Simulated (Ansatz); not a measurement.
ZnO, carrier doping

The parent structure is ZnO in the wurtzite structure (space group P6_3mc, No. 186).

```
ZnO
1.0
    3.27991     0.00000     0.00000
   -1.63996     2.84049     0.00000
    0.00000     0.00000     5.29408
Zn O
2 2
Direct
  0.66667   0.33333   0.00214
  0.33333   0.66667   0.50214
  0.66667   0.33333   0.62306
  0.33333   0.66667   0.12306
```

Carriers are added at fixed cell with a uniform background; the Fermi–Dirac width is that of 300 K.

Calculations: PBE, PAW, 420 eV (Ansatz, a quantum-chemistry and plane-wave program; spin-orbit coupling left out), earlier PAW set.

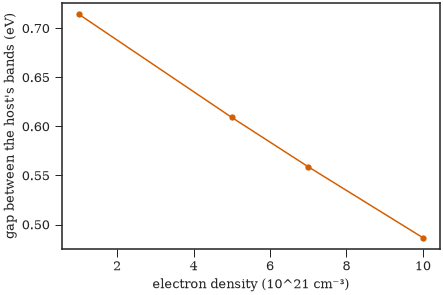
Fig. 1. Gap between the host's bands against electron density

Q: From the plot, what is the gap between the host's bands for electrons 1.0×10^21 cm⁻³?

A: About 0.71 eV.

Q: Is the trend monotonic over the range shown?

A: Yes, it falls throughout, spanning 0.49 eV to 0.71 eV.

Carriers are added with a uniform compensating background; total energy and stress of such cells depend on the potential's zero and are not compared; many-body gap narrowing is missing at this level. No phonon test of stability was made.
